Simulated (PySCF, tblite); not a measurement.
# C2N- anion (C₂N−) (triplet): geometry, infrared bands and EPR parameters

What infrared bands and EPR parameters should C2N- anion (C₂N−) (triplet) (`[C-]C#N`) show?

The runs use tblite 0.8.0 and PySCF 2.14.0, with density-fitted response routines of our own; the level of theory stands in each step. All values are computed, except where a source is named. Atoms count from 0, in the outputs and in this text.

## (1) The molecule as given

3 atoms, charge -1, multiplicity 3; geometry from: force field or distance geometry start.

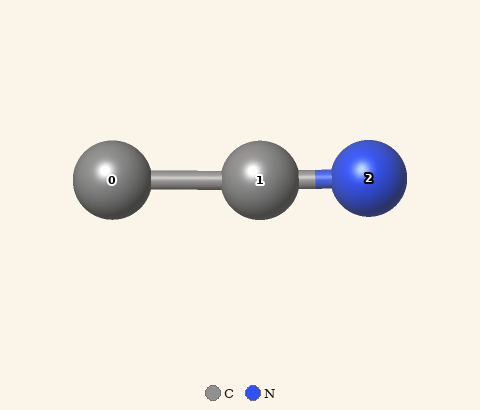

The starting geometry (carbon grey, nitrogen blue), atoms numbered.

## (2) Optimising the geometry with GFN2-xTB

What the job is given:

```
{"job": {"kind": "relax", "xc": "GFN2-xTB", "basis": "xTB"}, "charge": -1, "multiplicity": 3}
C      1.417500    -0.005200    -0.002600
C     -0.131700     0.117300    -0.011500
N     -1.274300     0.195800     0.001600
```

Launch:

```console
> OMP_NUM_THREADS=1 python probes_run.py task.json out
```

The driver reads the jobs from task.json and runs them one after another.

**Question.** This job is followed by: GFN2-xTB harmonic vibrations, gas phase; PBE0-D3(BJ)/def2-SVP geometry optimisation, gas phase; UKS B3LYP, IGLO-III on C N, non-relativistic, mean-field spin-orbit, GIAO. What will the session give for the following? strongest single infrared mode (GFN2-xTB); zero-point energy (GFN2-xTB); point group; rotational constants (main isotopes); D, E (B3LYP); g(iso) (B3LYP); ⟨S²⟩; largest a(iso).

**Answer**, as computed:

| quantity | value |
| --- | --- |
| strongest single infrared mode (GFN2-xTB) | 1847 cm⁻¹, 79 km/mol |
| zero-point energy (GFN2-xTB) | 5.4 kcal/mol |
| point group | Cinfv |
| rotational constants (main isotopes) | 11.87, 11.87 GHz |
| D, E (B3LYP) | 0.594, 0.000 cm⁻¹ |
| g(iso) (B3LYP) | 2.00269 |
| ⟨S²⟩ | 2.034 (exact 2.00) |
| largest a(iso) | 13C on C0, 48.6 MHz |

In words: The optimisation took 11 steps and gained 0.823 eV; among the close pairs (by a distance rule), C0–C1 changed most, from 1.554 to 1.326 Å (GFN2-xTB). All 4 modes are real, so the xTB geometry is a minimum. The strongest single mode, at 1847 cm⁻¹, moves mainly C1. Unscaled tight-binding wavenumbers are off by several per cent, some by more. Its intensities can rank the bands wrongly. The optimisation took 4 steps and gained 0.012 eV; among the close pairs (by a distance rule), C1–N2 changed most, from 1.229 to 1.211 Å (PBE0/def2-SVP). No frequency check was run at this level, so the end point may be a saddle. C0 carries the largest spin population, 1.46 e. The isotropic g lies 0.4 ppt above the free-electron value.
